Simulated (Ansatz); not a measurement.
# BH3F− (SMILES [H][B-]([H])([H])F): revPBE/STO-3G

Aim: the energy change on altering one bond length of BH3F− at revPBE/STO-3G, from 2 runs. 

Program for the calculation: Ansatz 0.2.0.

3 further runs of the same task are left out: 2 that didn't finish, 1 set aside as unsound or not needed.

## Step 1: The structure to begin with

BH3F−: 5 atoms, total charge -1, spin state singlet. As SMILES, `[H][B-]([H])([H])F`. Geometry: relaxed at GFN2-xTB.

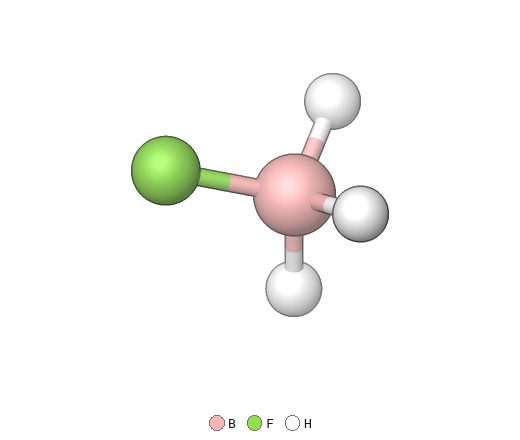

The structure, seen from a chosen angle (boron pink, fluorine green, hydrogen white).

## Step 2: A single-point energy at revPBE/STO-3G

File input.yaml:

```yaml
crystal:
  periodic: [false, false, false]
  atoms:
    - {symbol: B, position_ang: [-0.000350, 0.000360, -0.057130]}
    - {symbol: F, position_ang: [0.012500, -0.020940, 1.389230]}
    - {symbol: H, position_ang: [1.160070, 0.011720, -0.454270]}
    - {symbol: H, position_ang: [-0.590550, 1.012650, -0.424140]}
    - {symbol: H, position_ang: [-0.581670, -1.003790, -0.453700]}
basis:
  gaussian: {orbitals: STO-3G}
accuracy: high
total_charge: -1
hamiltonian: {xc: {name: revPBE}}
```

Run with:

```
$ ansatz run input.yaml --threads 1 --pin off --max-ram 2610MiB --events-out events.jsonl --progress --plain --runs-dir runs
```

The program printed:

```text
Warning: RAYON_NUM_THREADS=1 ignored (pool sized by the plan → 1); use --threads N
Functional definition: revPBE
  name "revPBE"
  parameter kappa = 1.245
  parameter beta = 0.06672455060314922
  exchange = pbe_x(kappa = kappa, mu = beta*pi^2/3)
  correlation = pbe_c(beta = beta)
207 factors; integrals over basis functions are off by at most 2.4e-8 eV
mean field evaluation 1: about -3387.1856 eV, gradient 3.4e1 eV
mean field evaluation 2: about -3388.5499 eV, gradient 2.3e1 eV
mean field evaluation 4: about -3390.8163 eV, gradient 8.8e-1 eV
mean field evaluation 8: about -3390.7635 eV, gradient 1.2e-3 eV
mean field evaluation 16: about -3390.7635 eV, gradient 2.2e-8 eV
mean field -3390.76354371 eV, -124.6082618892 hartree, gradient 2.2e-8 eV, S^2 0.000000; 0 other end points of the search recorded, 0 dependent functions left out
reference -3390.76354548 eV, -124.6082619542 hartree; 9, 9 occupied and 4, 4 virtual orbitals, 207 factors
Total energy: -3390.76354548 eV, -124.6082619542 hartree
```

It took 0.7 s on 1 thread of Arm Neoverse V1, shared host.

## Step 3: The distorted shape

File job.yaml:

```yaml
crystal:
  periodic: [false, false, false]
  atoms:
    - {symbol: B, position_ang: [0.144968, 0.251377, 0.042004]}
    - {symbol: F, position_ang: [0.157818, 0.230077, 1.488364]}
    - {symbol: H, position_ang: [1.305388, 0.262737, -0.355136]}
    - {symbol: H, position_ang: [-0.445232, 1.263667, -0.325006]}
    - {symbol: H, position_ang: [-0.581670, -1.003790, -0.453700]}
basis:
  gaussian:
    orbitals: STO-3G
total_charge: -1
hamiltonian:
  xc: {name: revPBE}
accuracy: high
```

Run with:

```
$ ansatz run job.yaml --threads 1 --pin off --max-ram 2610MiB --events-out events.jsonl --progress --plain --runs-dir runs
```

The program printed, shortened:

```text
Warning: RAYON_NUM_THREADS=1 ignored (pool sized by the plan → 1); use --threads N
[... 6 set-up lines as earlier in the session ...]
207 factors; integrals over basis functions are off by at most 1.1e-8 eV
mean field evaluation 1: about -3382.4768 eV, gradient 5.1e1 eV
mean field evaluation 2: about -3384.9841 eV, gradient 3.2e1 eV
mean field evaluation 4: about -3390.1426 eV, gradient 2.4e0 eV
mean field evaluation 8: about -3390.0920 eV, gradient 7.5e-2 eV
mean field evaluation 16: about -3390.0921 eV, gradient 4.6e-9 eV
mean field -3390.09206425 eV, -124.5835854743 hartree, gradient 6.2e-9 eV, S^2 0.000000; 0 other end points of the search recorded, 0 dependent functions left out
reference -3390.09206606 eV, -124.5835855406 hartree; 9, 9 occupied and 4, 4 virtual orbitals, 207 factors
Total energy: -3390.09206606 eV, -124.5835855406 hartree
```

Wall time 0.68 s (1 thread of Arm Neoverse V1, shared host).

## Step 4: Outcome

At revPBE/STO-3G:

| quantity | value |
| --- | --- |
| first shape: total energy | -124.60826 Eh |
| distorted shape: total energy | -124.58359 Eh |
| energy change with the B1–H5 bond stretched from 1.226 to 1.533 Å | 0.671 eV |

In words: With the B1–H5 bond stretched from 1.226 to 1.533 Å the energy rises by 0.67 eV (64.8 kJ/mol). The first shape isn't relaxed at this level, so the change isn't measured from a minimum. The minimal basis adds a large error of its own.
